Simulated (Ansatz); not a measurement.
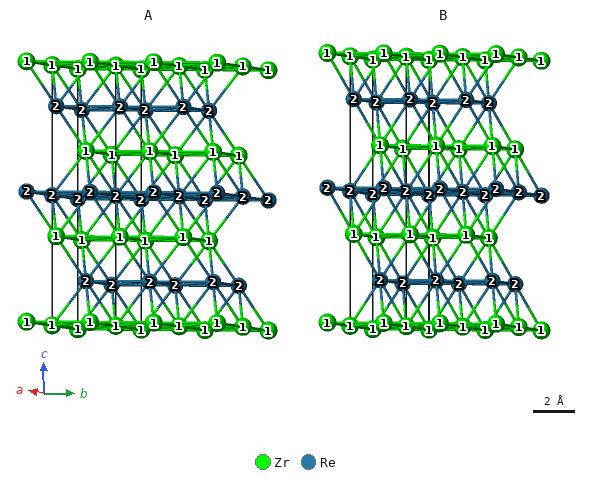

Two geometries of crystalline ZrRe (built on the CuPt (L1_1)_166 type) (coarse preliminary run), drawn at one scale. One is the start of a relaxation, the other its converged end. Style: ball-and-stick. Shown: the conventional cell (3 times the calculation's cell), repeated 2 × 3 × 1 with one cell outlined, from a free direction. Lengths and directions refer to the drawn axes.

Method: Ansatz, DFT PBE, scalar-relativistic, plane waves, PAW. (plane-wave cutoff 420 eV; k-point mesh 6 × 6 × 6; occupations gaussian; smearing width 0.1 eV; no spin polarisation; cell and atoms relaxed; force threshold 0.04 eV/Å; at most 70 steps)

Q: Which geometry has the lower energy?

A: Structure A is the relaxed one. Case: CuPt (L1_1) type (R-3m, No. 166). The atoms keep their places relative to the cell (all moves are under 0.005 Å). The volume changes by +23.4 %, with a = b 2.782 → 3.145 Å (+13.1 %), c 13.290 → 12.831 Å (−3.4 %). Some distances before and after: Re2–Re2 2.782 → 3.145 Å, Zr1–Zr1 2.782 → 3.145 Å, Zr1–Re2 2.736 → 2.805 Å. The space group stays R-3m (No. 166). The energy falls by 1.188 eV per cell of the calculation in 7 accepted moves (9 points after the start). All forces vanish by symmetry, so only the cell relaxes. Pressure: 54.74 GPa at the start and 0.07 GPa at the end. The SCF was repeated twice at an unchanged geometry on a basis and grid sized afresh for the cell, which shifted the energy by 11.6 meV per cell of the calculation at most. The run took 7 s on 1 thread of Intel(R) Xeon(R) 6975P-C (Granite Rapids) (shared host), peak memory 0.38 GiB.
